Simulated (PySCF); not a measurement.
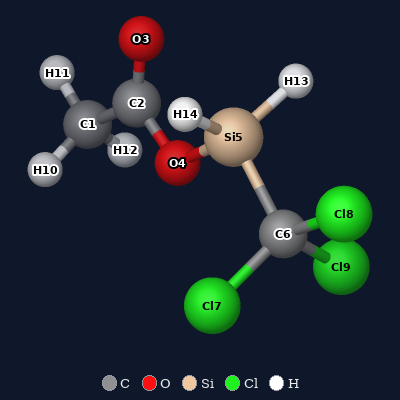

Structure of C₃H₅Cl₃O₂Si, SMILES CC(=O)O[SiH2]C(Cl)(Cl)Cl.

GIAO shifts, PBE0/pcSseg-1, PySCF 2.14.0, at a PBE0-D3(BJ)/def2-SVP geometry (no frequency check), against H₂O for ¹⁷O and TMS for ²⁹Si computed at the same level (¹⁷O: a single water molecule, while the usual scale starts at liquid water and gives values some tens of ppm lower). Gas phase, fully decoupled, line heights follow the number of nuclei, widths are arbitrary (no quadrupolar broadening); values of one conformer, averaged over methyl-type rotors and exact or near symmetry; other conformers aren't averaged in.

**Which ¹⁷O signals does it give?**

2 signals.


```tsv
δ (ppm)	nuclei	atoms
469.2	1	O3
222.7	1	O4
```

**Predict the ²⁹Si spectrum.**

1 signal.


```
δ (ppm)  nuclei  atoms
  −22.7       1    Si5
```

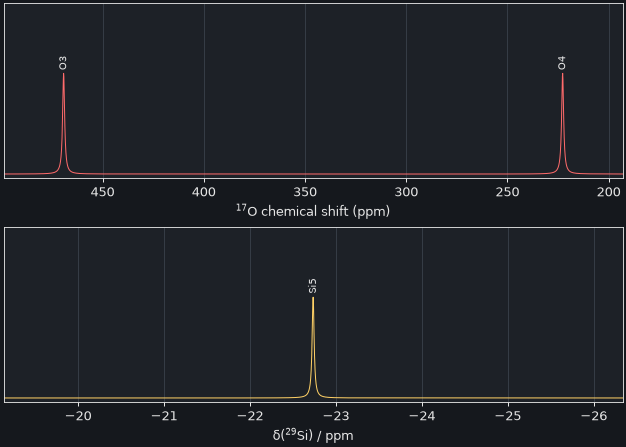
